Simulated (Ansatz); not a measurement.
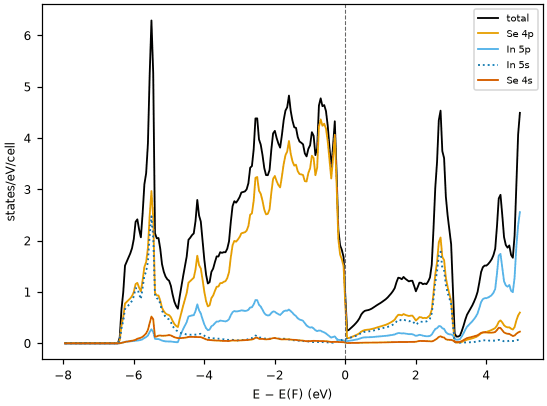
*Total and projected density of states of In2Se3 (La2O3 or Ni2Al3 type, P-3m1), plane-wave PAW LDA (Ansatz code)*

Problem. Which orbitals carry the states next to the Fermi level?

Solution. Within 0.5 eV of the Fermi level: Se 4p 87 %, In 5s 5 %, In 5p 5 %. Projections are on Löwdin-orthogonalised atomic valence shells; empty p or d shells of many metals are not among them.

Problem. Where is the tallest occupied peak in this window, and what makes it?

Solution. Near -5.5 eV, about 6.3 states/eV per cell; the largest projected share is Se 4p.

The first step of the workflow began from a Materials Project structure, measured or hypothetical; the Crystallography Open Database copy checked does not list it. COD files the formula under space group No. 160, 166, 169, 170. Whether it is the stable phase at ambient conditions was not checked. Symmetry was held in the LDA relaxation; whether a distortion lowers the energy is not shown. A crystal of weakly bound layers computed without a dispersion correction: the cell and the soft elastic constants depend strongly on that. Spin–orbit coupling is left out wherever it is not named.

Potentials: the earlier of the program's two PAW sets. The files were generated under PBE; for other functionals the program regenerates the frozen cores, and for LDA and PBEsol the local potential too.
